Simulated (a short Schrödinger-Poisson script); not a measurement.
System: symmetric double-gate stack, SiO2 on p-type Si(100), at 77 K.

```csv
layer,material,thickness (nm),Na (cm⁻³)
1,SiO2,2.5,-
2,Si,3,3e16
3,SiO2,2.5,-
```

Constants are typed, rounded textbook-type inputs, not results; the design itself was drawn at random and stands for no fabricated device. SiO2: permittivity 3.9, conduction-band edge (eV) 3.15, gap (eV) 9, electron mass (mₑ) 0.5. Si: permittivity 11.7, conduction-band edge (eV) 0, gap (eV) 1.124, Nv at 300 K (cm⁻³) 3.1e19.

Channel valleys (confinement mass, in-plane density-of-states mass, number): Δ2 0.916, 0.19, 2; Δ4 0.19, 0.417, 4. At the gates, both at one voltage, the conduction-band edge of layer 1 lies 3.28 eV − eVg above the Fermi level of the channel. Gaps are held at their typed values at every temperature. Mesh 0.03 nm at interfaces.

From a short Schrödinger-Poisson script (our own, NumPy): 1D Poisson equation in equilibrium, electrons quantum, Hartree (BenDaniel-Duke, 12 states a valley, the channel's in-plane mass for all, wave functions ending at the dielectric), parabolic valleys, classical holes, full ionisation, no traps, pinning or gate leakage.

Only gate voltages with over 1e8 electrons/cm² are shown.

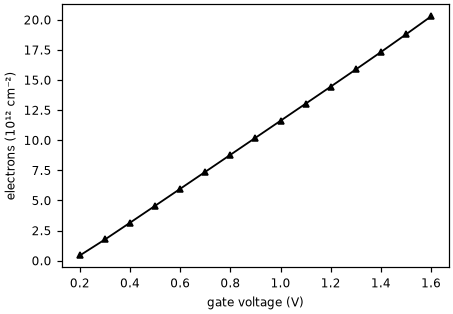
Figure: Sheet density against gate voltage

```tsv
Vg (V)	electrons (cm⁻²)	C (μF/cm²)	Δ2 E0 (meV)	Δ2 E1 (meV)	Δ4 E0 (meV)	Δ4 E1 (meV)
0.2	4.36e11	1.93	4.4	140.5	178.7	837.4
0.3	1.76e12	2.21	-9.7	124.5	164.6	821.3
0.4	3.16e12	2.25	-19.5	112.7	154.8	809.6
0.5	4.56e12	2.26	-28.6	101.6	145.7	798.5
0.6	5.97e12	2.26	-37.6	90.6	136.9	787.6
0.7	7.38e12	2.26	-46.5	79.8	128.0	776.9
0.8	8.79e12	2.26	-55.4	69.0	119.2	766.1
0.9	1.02e13	2.26	-64.3	58.2	110.5	755.5
1	1.16e13	2.27	-73.2	47.4	101.7	744.8
1.1	1.30e13	2.27	-82.1	36.7	93.0	734.2
1.2	1.45e13	2.28	-90.9	26.1	84.3	723.7
1.3	1.59e13	2.29	-99.5	15.8	76.0	713.6
1.4	1.73e13	2.34	-107.0	6.6	68.6	704.5
1.5	1.88e13	2.38	-113.2	-1.1	62.6	697.0
1.6	2.03e13	2.40	-118.4	-7.6	57.6	690.6
```

Subbands count from the Fermi level. The capacitance is that of both gates.
